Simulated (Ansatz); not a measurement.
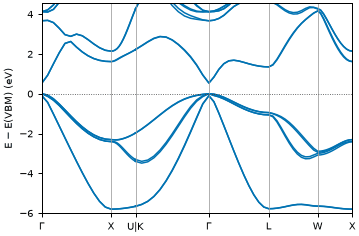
Band structure from PBEsol with spin–orbit coupling (plane waves, PAW; program Ansatz)

Read off the gap and where the band edges lie.

About 0.5 eV (0.54 eV by a search for the band edges); maximum at Γ, minimum at Γ.

The material is InP (zinc blende, space group No. 216).

Space group F-43m (zinc blende). Symmetry was held in the PBEsol relaxation.

Potentials: the earlier of the program's two PAW sets. The files were generated under PBE; for other functionals the program regenerates the frozen cores, and for LDA and PBEsol the local potential too.
